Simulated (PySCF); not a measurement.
```yaml
atoms:
  - { symbol: Si, position_ang: [0.0886, 0.1385, 0.5519] }
  - { symbol: H, position_ang: [0.0985, 0.1237, 2.0521] }
  - { symbol: C, position_ang: [1.8651, 0.1150, -0.0806] }
  - { symbol: H, position_ang: [2.4006, -0.7802, 0.2709] }
  - { symbol: H, position_ang: [2.4146, 1.0022, 0.2715] }
  - { symbol: H, position_ang: [1.8853, 0.1155, -1.1815] }
  - { symbol: C, position_ang: [-0.8151, 1.6799, -0.0511] }
  - { symbol: H, position_ang: [-1.8511, 1.7054, 0.3189] }
  - { symbol: H, position_ang: [-0.8450, 1.7078, -1.1510] }
  - { symbol: H, position_ang: [-0.3055, 2.5915, 0.2991] }
  - { symbol: Si, position_ang: [-1.0449, -1.7842, -0.1818] }
  - { symbol: H, position_ang: [-0.4142, -3.0326, 0.3533] }
  - { symbol: H, position_ang: [-1.0173, -1.8614, -1.6789] }
  - { symbol: H, position_ang: [-2.4790, -1.7650, 0.2504] }
```

Geometry: PBE0-D3(BJ)/def2-SVP.

All numbers below come from PBE0/pcSseg-1, SCF density, gas phase, non-relativistic (PySCF 2.14.0).

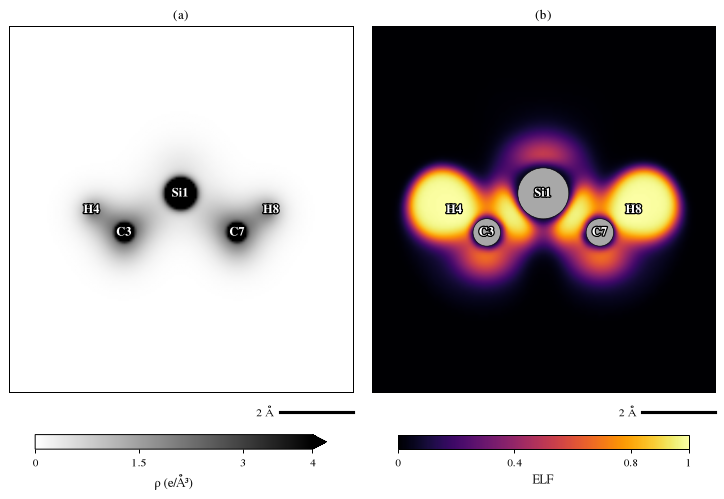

C₂H₁₀Si₂ (SiHMe2(SiH3)). (a) electron density; (b) ELF on the plane of atoms Si1, C3 and H4. Grey discs cover the atomic cores in the ELF map.

Question: Interpret the plot.

Answer:
- Atoms in the plane: Si, C and H.
- C–Si (1.89 Å): ρ is about 0.93 e/Å³ halfway; the ELF peaks at about 0.95 between the atoms; localised, covalent bonding.
- C–H (1.10 Å): the density is about 1.9 e/Å³ at the midpoint; the ELF climbs to about 1 towards the hydrogen, as it does in any bond to H (an ordinary covalent bond to hydrogen).
